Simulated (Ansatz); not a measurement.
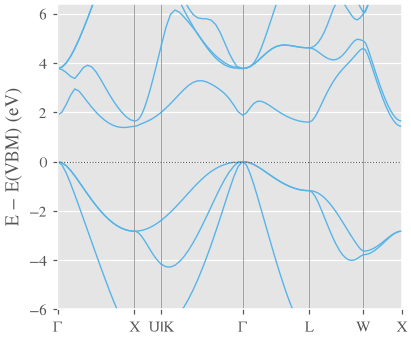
Figure. Band structure from DFT-LDA in the program Ansatz with PAW potentials

Q: Read off the gap and where the band edges lie.

A: About 1.4 eV (1.38 eV by a search for the band edges); maximum at Γ, minimum on the Γ–X line, 86 % of the way from Γ.

The material is GaP (zinc blende, F-43m).

The cell was relaxed with LDA under the symmetry of its start; phonons on a q-mesh show no instability. Spin–orbit coupling is left out wherever it is not named.

Potentials: the later of the program's two PAW sets.
